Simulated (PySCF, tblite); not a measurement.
# nitrosyl (NO+): isotopologues and vibrational averages

How do isotopes change the rotational constants and shieldings of nitrosyl (NO+) (`N#[O+]`)?

Programs: PySCF 2.14.0 with density-fitted response routines of our own, and tblite 0.8.0. All values are computed, except where a source is named. Atoms count from 0 throughout.

## (1) The starting structure

2 atoms, charge 1, multiplicity 1; geometry from: force field or distance geometry start.

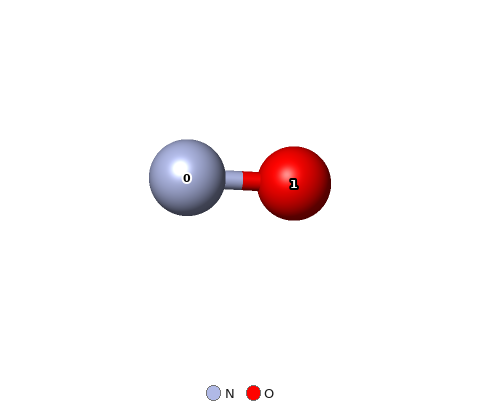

The starting geometry (nitrogen light blue, oxygen red), atoms numbered.

## (2) GFN2-xTB relaxation, lowest of a short conformer search

What the job is given:

```
{"job": {"xc": "GFN2-xTB", "basis": "xTB", "kind": "relax"}, "charge": 1, "multiplicity": 1}
N      0.578100    -0.012200    -0.010600
O     -0.567100     0.017300    -0.046000
```

Launch:

```console
$ OMP_NUM_THREADS=1 python ens_run.py task.json out
```

One launch serves the whole session.

What it wrote:

```text
step      E/eV     max force
  0    -170.68066   10.535
  1    -164.93729   80.993
  2    -170.99715    7.586
  3    -171.14281    5.105
  4    -171.23221    1.728
  5    -171.24079    0.251
  6    -171.24099    0.010
  7    -171.24099    0.000
```

Wall time 0.09 s (1 thread of Intel Xeon at 2.60GHz, shared host).

The energy fell by 0.560 eV, and the atoms moved 0.05 Å (root mean square).

## (3) Tight optimisation and Hessian

What the job is given:

```
{"job": {"xc": "B3LYP", "basis": "pcSseg-2", "grid": 2, "temperatures": [300, 700], "kind": "geom"}, "charge": 1, "multiplicity": 1}
N      0.531090    -0.011022    -0.012019
O     -0.520063     0.016095    -0.044575
```

What it wrote:

```text
step   0  E = -3526.3332541 eV  max force = 0.77402
step   1  E = -3526.3349766 eV  max force = 0.05338
step   2  E = -3526.3349851 eV  max force = 0.00092
step   3  E = -3526.3349851 eV  max force = 0.00092
step   4  E = -3526.3349851 eV  max force = 0.00006
harmonic wavenumbers (cm-1): 2483.8
```

Wall time 23 s (1 thread of Intel Xeon at 2.60GHz, shared host); peak memory 0.36 GiB.

## (4) Displacements along the modes, parent

What the job is given:

```
{"job": {"xc": "B3LYP", "basis": "pcSseg-2", "grid": 2, "temperatures": [300, 700], "kind": "vib", "mass_numbers": [14, 16]}, "charge": 1, "multiplicity": 1}
N      0.533336    -0.011080    -0.011950
O     -0.522309     0.016153    -0.044644
```

What it wrote:

```text
mode    cm-1    km/mol   phi_rrr   E(+)/cm-1  E(-)/cm-1
  1   2483.84    27.91    -819.3     418.76     477.70
```

Run time: 5.1 s. Hardware: 1 thread of Intel Xeon at 2.60GHz, shared host; peak memory 0.35 GiB.

## (5) Displacements along the modes, 18O at atom 1

What the job is given:

```
{"job": {"xc": "B3LYP", "basis": "pcSseg-2", "grid": 2, "temperatures": [300, 700], "kind": "vib", "mass_numbers": [14, 18]}, "charge": 1, "multiplicity": 1}
N      0.533336    -0.011080    -0.011950
O     -0.522309     0.016153    -0.044644
```

What it wrote:

```text
mode    cm-1    km/mol   phi_rrr   E(+)/cm-1  E(-)/cm-1
  1   2418.43    29.91     787.1     464.70     408.08
```

Run time: 5.1 s. Hardware: 1 thread of Intel Xeon at 2.60GHz, shared host; peak memory 0.35 GiB.

## (6) Displacements along the modes, 15N at atom 0

What the job is given:

```
{"job": {"xc": "B3LYP", "basis": "pcSseg-2", "grid": 2, "temperatures": [300, 700], "kind": "vib", "mass_numbers": [15, 16]}, "charge": 1, "multiplicity": 1}
N      0.533336    -0.011080    -0.011950
O     -0.522309     0.016153    -0.044644
```

What it wrote:

```text
mode    cm-1    km/mol   phi_rrr   E(+)/cm-1  E(-)/cm-1
  1   2439.43    24.96     797.4     468.87     411.51
```

Run time: 4.5 s. Hardware: 1 thread of Intel Xeon at 2.60GHz, shared host; peak memory 0.35 GiB.

## (7) Displacements along the modes, 15N at atom 0, 18O at atom 1

What the job is given:

```
{"job": {"xc": "B3LYP", "basis": "pcSseg-2", "grid": 2, "temperatures": [300, 700], "kind": "vib", "mass_numbers": [15, 18]}, "charge": 1, "multiplicity": 1}
N      0.533336    -0.011080    -0.011950
O     -0.522309     0.016153    -0.044644
```

What it wrote:

```text
mode    cm-1    km/mol   phi_rrr   E(+)/cm-1  E(-)/cm-1
  1   2372.79    26.84     764.9     455.65     400.63
```

It took 3.5 s on 1 thread of Intel Xeon at 2.60GHz, shared host; peak memory 0.35 GiB.

## (8) Vibrational averages by isotopologue

What the job is given:

```
{"job": {"xc": "B3LYP", "basis": "pcSseg-2", "grid": 2, "temperatures": [300, 700], "kind": "iso"}, "charge": 1, "multiplicity": 1}
N      0.533336    -0.011080    -0.011950
O     -0.522309     0.016153    -0.044644
```

What it wrote:

```text
parent
  Be/MHz None 60640.593 60640.593
  B0/MHz None 60385.112 60385.112
  ZPE/cm-1 1241.9
  <sigma>(0 K)/ppm -165.995 -198.694
18O at atom 1
  Be/MHz None 57488.539 57488.539
  B0/MHz None 57252.74 57252.74
  ZPE/cm-1 1209.2
  <sigma>(0 K)/ppm -165.865 -198.505
15N at atom 0
  Be/MHz None 58491.43 58491.43
  B0/MHz None 58249.426 58249.426
  ZPE/cm-1 1219.7
  <sigma>(0 K)/ppm -165.907 -198.566
15N at atom 0, 18O at atom 1
  Be/MHz None 55339.377 55339.377
  B0/MHz None 55116.691 55116.691
  ZPE/cm-1 1186.4
  <sigma>(0 K)/ppm -165.775 -198.373
```

Wall time 43 s (1 thread of Intel Xeon at 2.60GHz, shared host); peak memory 0.36 GiB. This counts the whole study up to here.

Rotational constants (MHz) at equilibrium and in the ground state:

```csv
isotopologue,Be,B0,zero-point change (cm⁻¹)
parent,60640.6,60385.1,0.0
18O at atom 1,57488.5,57252.7,-32.7
15N at atom 0,58491.4,58249.4,-22.2
"15N at atom 0, 18O at atom 1",55339.4,55116.7,-55.5
```

Shieldings of the first species (ppm): at equilibrium, the vibrational parts at 0 K, and the averages:

```csv
atom,equilibrium,anharmonic,harmonic,0 K,300 K,700 K
N0,-161.08,-3.77,-1.15,-166.00,-166.30,-166.78
O1,-191.51,-5.16,-2.02,-198.69,-199.12,-199.77
```

Isotope effects on the shieldings at 0 K (ppb; positive means more shielded):

```csv
atom,18O at atom 1,15N at atom 0,"15N at atom 0, 18O at atom 1"
N0,130,88,220
O1,190,129,322
```

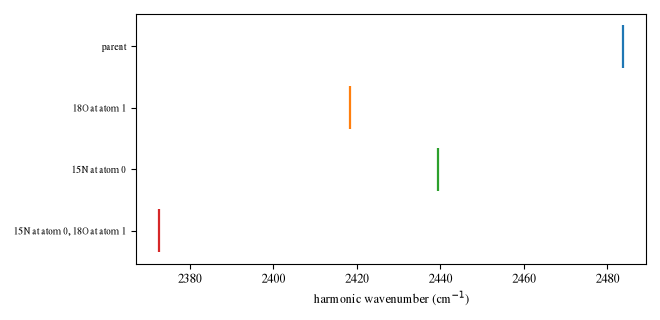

Harmonic wavenumbers of each isotopologue.

## (9) Displacements along the modes

What the job is given:

```
{"job": {"xc": "B3LYP", "basis": "pcSseg-2", "grid": 2, "temperatures": [300, 700], "delta": 3.0, "kind": "vib", "mass_numbers": [14, 16]}, "charge": 1, "multiplicity": 1}
N      0.533336    -0.011080    -0.011950
O     -0.522309     0.016153    -0.044644
```

What it wrote:

```text
mode    cm-1    km/mol   phi_rrr   E(+)/cm-1  E(-)/cm-1
  1   2483.84    27.35    -862.7    8143.23   15744.01
```

Run time: 4.6 s. Hardware: 1 thread of Intel Xeon at 2.60GHz, shared host; peak memory 0.35 GiB.

This input is unsound on purpose: displacement step far too large, higher-order terms enter.

## (10) Displacements along the modes

What the job is given:

```
{"job": {"xc": "B3LYP", "basis": "pcSseg-2", "grid": 2, "temperatures": [300, 700], "delta": 3.0, "kind": "vib", "mass_numbers": [14, 18]}, "charge": 1, "multiplicity": 1}
N      0.533336    -0.011080    -0.011950
O     -0.522309     0.016153    -0.044644
```

What it wrote:

```text
mode    cm-1    km/mol   phi_rrr   E(+)/cm-1  E(-)/cm-1
  1   2418.43    29.36     827.7   15257.10    7960.80
```

Wall time 5.3 s (1 thread of Intel Xeon at 2.60GHz, shared host); peak memory 0.35 GiB.

This input is unsound on purpose: displacement step far too large, higher-order terms enter.

## (11) Vibrational averages by isotopologue, second settings

What the job is given:

```
{"job": {"xc": "B3LYP", "basis": "pcSseg-2", "grid": 2, "temperatures": [300, 700], "delta": 3.0, "kind": "iso"}, "charge": 1, "multiplicity": 1}
N      0.533336    -0.011080    -0.011950
O     -0.522309     0.016153    -0.044644
```

What it wrote:

```text
parent
  Be/MHz None 60640.593 60640.593
  B0/MHz None 60363.731 60363.731
  ZPE/cm-1 1241.9
  <sigma>(0 K)/ppm -166.281 -199.091
18O at atom 1
  Be/MHz None 57488.539 57488.539
  B0/MHz None 57233.535 57233.535
  ZPE/cm-1 1209.2
  <sigma>(0 K)/ppm -166.136 -198.880
```

It took 12 s on 1 thread of Intel Xeon at 2.60GHz, shared host; peak memory 0.36 GiB. This counts the runs that the step sums up.

These settings are unsound on purpose: displacement step far too large, higher-order terms enter. The values are not to be used.

Rotational constants (MHz) at equilibrium and in the ground state:

```csv
isotopologue,Be,B0,zero-point change (cm⁻¹)
parent,60640.6,60363.7,0.0
18O at atom 1,57488.5,57233.5,-32.7
```

Shieldings of the first species (ppm): at equilibrium, the vibrational parts at 0 K, and the averages:

```csv
atom,equilibrium,anharmonic,harmonic,0 K,300 K,700 K
N0,-161.08,-4.02,-1.18,-166.28,-166.59,-167.08
O1,-191.51,-5.53,-2.05,-199.09,-199.52,-200.19
```

Isotope effects on the shieldings at 0 K (ppb; positive means more shielded):

```csv
atom,18O at atom 1
N0,145
O1,210
```

## (12) Outcome

| quantity | value |
| --- | --- |
| point group | C∞v |
| B0 of the first species | 60385.1 MHz |
| zero-point energy | 1242 cm⁻¹ |
| zero-point change of σ(O1) | -7.18 ppm |

**Reading.** Zero-point motion changes the shielding of O1 most, by -7.18 ppm. The largest secondary isotope effect is 130 ppb on N0, 1 bond from the change (18O at atom 1).
